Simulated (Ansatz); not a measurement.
# CH7BSi: what the fields show

Input file:

```
crystal:
  periodic: [false, false, false]
  atoms:
    - {symbol: B, position_ang: [-0.282149, 0.333405, 0.441637]}
    - {symbol: Si, position_ang: [1.596152, 0.029107, 0.426813]}
    - {symbol: C, position_ang: [-1.218504, 0.158789, -0.812750]}
    - {symbol: H, position_ang: [-0.744719, -0.317861, -1.673960]}
    - {symbol: H, position_ang: [-0.686096, 0.740335, 1.494233]}
    - {symbol: H, position_ang: [0.329024, -0.934127, 0.791345]}
    - {symbol: H, position_ang: [2.288626, -0.735764, -0.645203]}
    - {symbol: H, position_ang: [2.396192, -0.016580, 1.677191]}
    - {symbol: H, position_ang: [-2.122077, -0.407339, -0.566148]}
    - {symbol: H, position_ang: [-1.556547, 1.150136, -1.133257]}
basis:
  gaussian: {orbitals: def2-TZVPP}
hamiltonian: {xc: pbe0, dispersion: d4}
output: {orbitals: {seedname: orbitals}}
```

Command:

```sh
ansatz run in.yaml --threads 2 --pin off --events-out ev --progress --plain --max-ram 4352MiB
```

The reactant side of a reaction path; geometry: PBE0-D4/def2-TZVP.

The calculation used RKS PBE0-D4/def2-TZVPP (Ansatz).

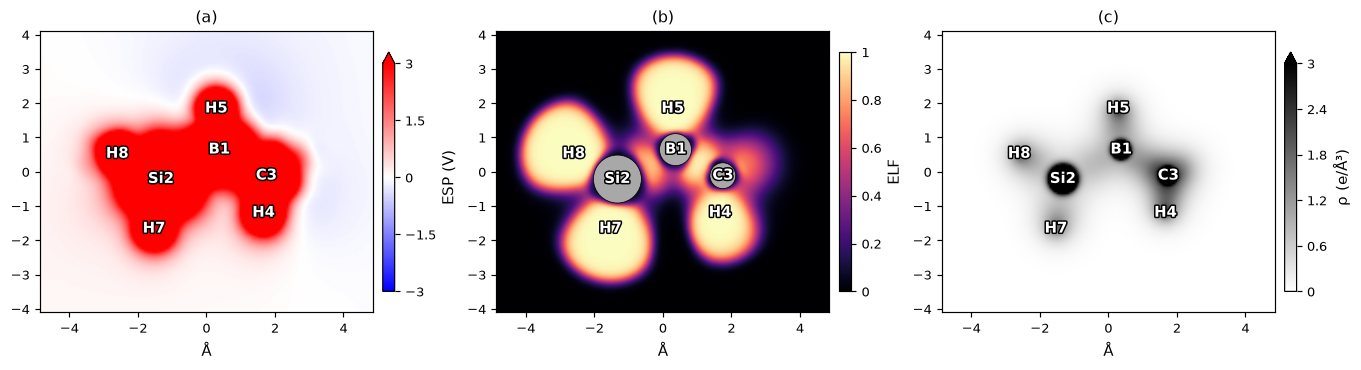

Figure 1. (a) molecular electrostatic potential; (b) electron localisation function; (c) electron density on the plane of atoms C3, B1 and H5. Grey discs cover the atomic cores in the ELF map.

Q: Interpret the plot.

A:
- Atoms in the plane: B, Si, C and H.
- C–B (1.58 Å): ρ is about 1.4 e/Å³ halfway; the ELF peaks at about 0.95 between the atoms; a shared electron pair.
- Si–B (1.90 Å): the density is about 0.8 e/Å³ at the midpoint; the ELF peaks at about 0.85 between the atoms (a shared electron pair).
- C–H (1.09 Å): ρ at the midpoint is about 1.9 e/Å³; the ELF climbs to about 1 towards the hydrogen, as it does in any bond to H; a covalent bond by its length.
- B–H (1.20 Å): the density is about 1.2 e/Å³ at the midpoint; the ELF climbs to about 1 towards the hydrogen; an ordinary covalent bond to hydrogen.
- Si–H (1.49 Å): ρ is about 0.81 e/Å³ halfway; the ELF climbs to about 1 towards the hydrogen.
- Outside the dense part of the molecule the potential is most negative (−0.4 V) near H5.

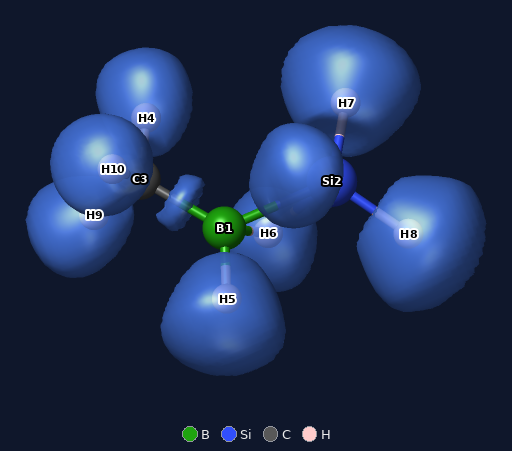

Figure 2. Isosurface of the ELF at 0.85 (blue), seen at a tilt. Only the valence region is drawn (cores and ρ < 0.01 e/Å³ removed).

Q: What do the ELF domains correspond to?

A: The surface consists of one region between bonded B–C atoms (shared pairs), seven regions around hydrogen nuclei and one region on Si in which the atom's valence shell and bonds are merged.

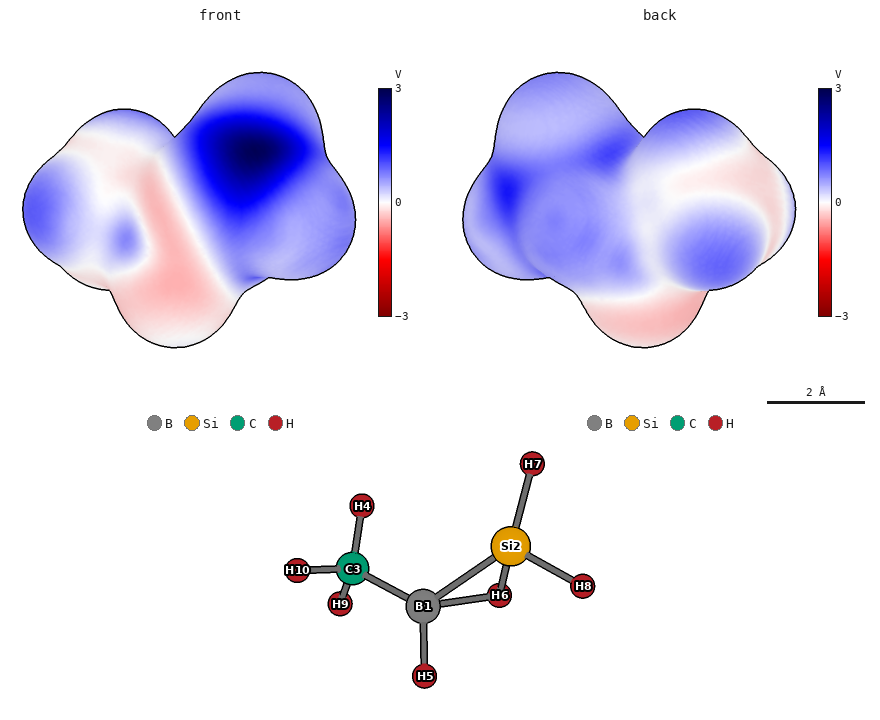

Figure 3. The molecular electrostatic potential painted on the density surface at 0.004 e/bohr³, seen from the front and from behind; red is negative and blue positive. The bare structure is drawn below in the same view.

Q: Which sites attract a positive test charge, and which a negative one?

A: A positive charge is drawn to the negative regions and a negative charge to the positive ones. The most negative region (about −0.4 V, or −9 kcal/mol for a unit charge) lies over H5, the most positive (about +2.8 V, or +65 kcal/mol for a unit charge) over Si2.
